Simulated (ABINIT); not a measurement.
Band structure of Sn (Fd-3m, 2 atoms in the cell).

```yaml
crystal:
  lattice:
    - [0.00000, 3.24450, 3.24450]
    - [3.24450, 0.00000, 3.24450]
    - [3.24450, 3.24450, 0.00000]
  atoms:
    - { symbol: Sn, position: [0.00000, 0.00000, 0.00000] }
    - { symbol: Sn, position: [0.25000, 0.25000, 0.25000] }
```

Computed with PBE, norm-conserving pseudopotentials (PseudoDojo nc-sr-05 PBE standard) (plane waves; ABINIT).

Settings: pseudos = [Sn.upf]; ecut = 36 Ha; occopt = 3; tsmear = 0.00183747 Ha; ngkpt = 9 9 9; nshiftk = 1; shiftk = 0 0 0; potentials = PseudoDojo nc-sr-05 PBE standard; kptopt = 1; nstep = 100; tolvrs1 = 1e-11; ndtset = 2; getden2 = 1.

The starting cell has typed, rounded lattice constants, without a prior relaxation at this level.

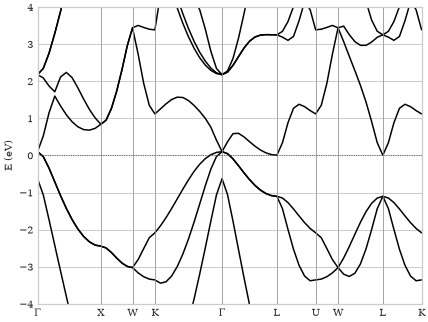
Figure. Bands along the path, energies from the Fermi level.

Levels in eV from the Fermi level, bands 11 to 18:
| point | 11 | 12 | 13 | 14 | 15 | 16 | 17 | 18 |
|---|---|---|---|---|---|---|---|---|
| Γ | -10.59 | -0.63 | 0.10 | 0.10 | 0.10 | 2.18 | 2.18 | 2.18 |
| X | -7.50 | -7.50 | -2.44 | -2.44 | 0.84 | 0.84 | 7.74 | 7.74 |
| W | -7.44 | -7.44 | -3.02 | -3.02 | 3.44 | 3.44 | 4.06 | 4.06 |
| K | -7.90 | -7.01 | -3.35 | -2.09 | 1.12 | 3.38 | 5.78 | 6.02 |
| L | -8.97 | -6.28 | -1.10 | -1.10 | 0.01 | 3.25 | 3.25 | 5.67 |
| U | -7.90 | -7.01 | -3.35 | -2.09 | 1.12 | 3.38 | 5.78 | 6.02 |

Bands cross the Fermi level along this path, so the cell is metallic at this level.
